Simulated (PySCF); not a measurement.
# ZrO (SMILES [O][Zr]): SVWN5/def2-TZVP (core potential)

Aim: the energy change on altering one bond length of ZrO at SVWN5/def2-TZVP (core potential), from 2 runs. The job is set up through a Python script.

The results are computed with PySCF 2.14.0.

4 further runs of the same task are left out: 4 set aside as unsound or not needed. Runs told in other sessions of the task aren't counted.

### 1 The system as given

ZrO: 2 atoms, total charge 0, spin state singlet. As SMILES, `[O][Zr]`. The bond length is the measured one.

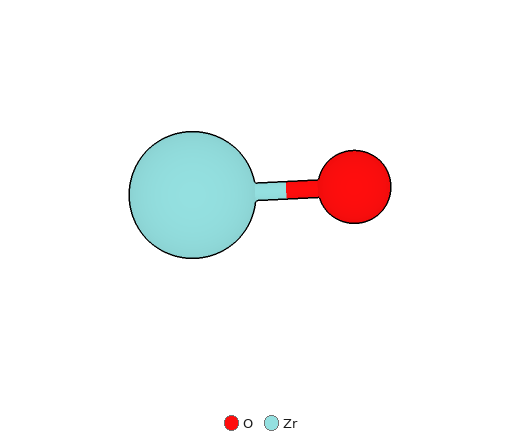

The structure, seen from a chosen angle (oxygen red, zirconium light teal).

### 2 A single-point energy at SVWN5/def2-TZVP (core potential)

calc.py reads:

```python
# ZrO
from pyscf import gto, dft

mol = gto.M(
    atom='O 0.000000 0.000000 0.000000; Zr 0.000000 0.000000 1.711600',
    verbose=3,
    ecp={'Zr': 'def2-svp'},
    spin=0,
    basis='def2-tzvp',
    max_memory=1860,
)

mf = dft.RKS(mol)
mf.xc = 'svwn'
mf.grids.level = 5
mf.conv_tol = 1e-10
mf.kernel()
if not mf.converged:
    mf = mf.newton().run(mf.mo_coeff, mf.mo_occ)

etot = mf.e_tot
print(f'total energy: {etot:.8f} hartree')
```

Launch:

```console
$ OMP_NUM_THREADS=1 python calc.py
```

Output:

```text
converged SCF energy = -121.644624275002
total energy: -121.64462428 hartree
```

Run time: 3.6 s. Hardware: 1 thread of Arm Neoverse V1, shared host; peak memory 0.22 GiB.

### 3 The distorted shape

run.py reads:

```python
from pyscf import gto, dft

mol = gto.M(
    atom='O 0.000000 0.000000 -0.513500; Zr 0.000000 0.000000 1.711600',
    charge=0,
    ecp={'Zr': 'def2-svp'},
    basis='def2-tzvp',
    verbose=3,
    max_memory=1860,
)

myscf = dft.RKS(mol, xc='svwn')
myscf.grids.level = 5
myscf.conv_tol = 1e-10
myscf.kernel()
if not myscf.converged:
    myscf = myscf.newton().run(myscf.mo_coeff, myscf.mo_occ)

etot = myscf.e_tot
print(f'total energy: {etot:.8f} hartree')
```

Launch:

```console
$ OMP_NUM_THREADS=1 python run.py
```

Output:

```text
converged SCF energy = -121.52859708273
total energy: -121.52859708 hartree
```

It took 4.5 s on 1 thread of Arm Neoverse V1, shared host; peak memory 0.22 GiB.

### 4 Summary of results

Level: SVWN5/def2-TZVP (core potential).

| quantity | value |
| --- | --- |
| first shape: total energy | -121.64462 Eh |
| first shape: dipole moment | 2.45 D |
| first shape: HOMO energy | -4.76 eV |
| first shape: LUMO energy | -4.44 eV |
| first shape: HOMO–LUMO gap | 0.32 eV |
| distorted shape: total energy | -121.52860 Eh |
| distorted shape: dipole moment | 4.96 D |
| distorted shape: HOMO energy | -5.23 eV |
| distorted shape: LUMO energy | -5.16 eV |
| distorted shape: HOMO–LUMO gap | 0.06 eV |
| energy change with the O1–Zr2 bond stretched from 1.712 to 2.225 Å | 3.157 eV |

In words: With the O1–Zr2 bond stretched from 1.712 to 2.225 Å the energy rises by 3.16 eV (305 kJ/mol). The first shape isn't relaxed at this level, so the change isn't measured from a minimum.
